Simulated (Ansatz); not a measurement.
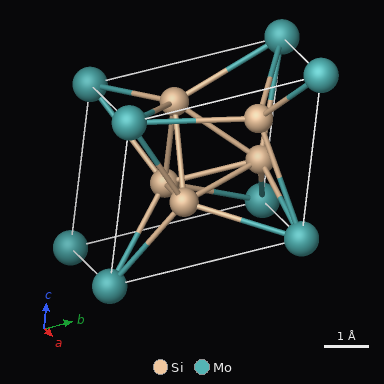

We look at a ball-and-stick model of the crystal slightly off an axis. The lines enclose the simulation cell; boundary atoms appear with their images.

```
CELL_PARAMETERS angstrom
0.00000 3.48630 3.48630
3.48630 0.00000 3.48630
3.48630 3.48630 0.00000
ATOMIC_POSITIONS crystal
Si 0.75000 0.75000 0.75000
Si 0.37548 0.37548 0.87355
Si 0.37548 0.87355 0.37548
Si 0.37548 0.37548 0.37548
Si 0.87355 0.37548 0.37548
Mo 0.00000 0.00000 0.00000
```

Method used: DFT PBE, scalar-relativistic, plane waves, PAW (Ansatz 0.2.0). It ran with plane waves to 420 eV, a 10×10×10 grid in reciprocal space, Gaussian smearing of 0.1 eV, no spin polarisation.

**What charge does Bader's analysis assign to each element?**

Si -0.12 to -0.05 e; Mo +0.54 e.

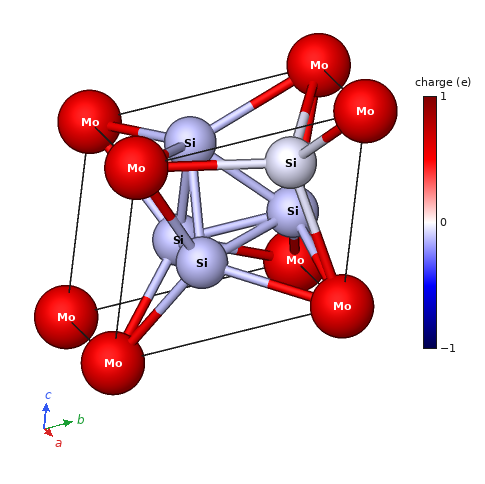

The atoms coloured by those charges.

Origin of the cell: a structure type filled with these elements by a generator (whether the compound takes this form wasn't checked). Earlier steps of the study may have refined or changed the cell and positions. Ansatz was used for an electronic-structure calculation on it.
